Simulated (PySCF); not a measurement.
SMILES [SeH]C(C)C (C₃H₈Se), singlet at its CAM-B3LYP/def2-SVP optimised geometry (Å):

```
12

Se    -1.7569     0.1182     0.0000
H     -1.8926     1.5814     0.0000
C      0.2204     0.1182     0.0000
C      0.7903     0.8466    -1.2070
C      0.6780    -1.3327     0.0719
H      0.5220     0.6351     0.9221
H      1.8926     0.8366    -1.1701
H      0.4737     0.3638    -2.1437
H      0.4657     1.8966    -1.2420
H      0.2865    -1.8412     0.9649
H      1.7776    -1.3791     0.1101
H      0.3503    -1.8966    -0.8157
```

Method: CAM-B3LYP/def2-TZVP run with PySCF 2.14.0.

Map of the electron localisation function on the plane z = 0.8 Å:

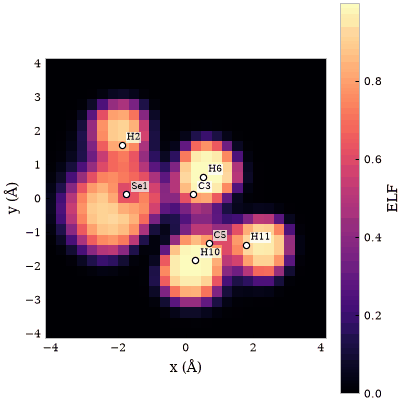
Figure. Electron localisation function on the plane z = 0.8 Å.
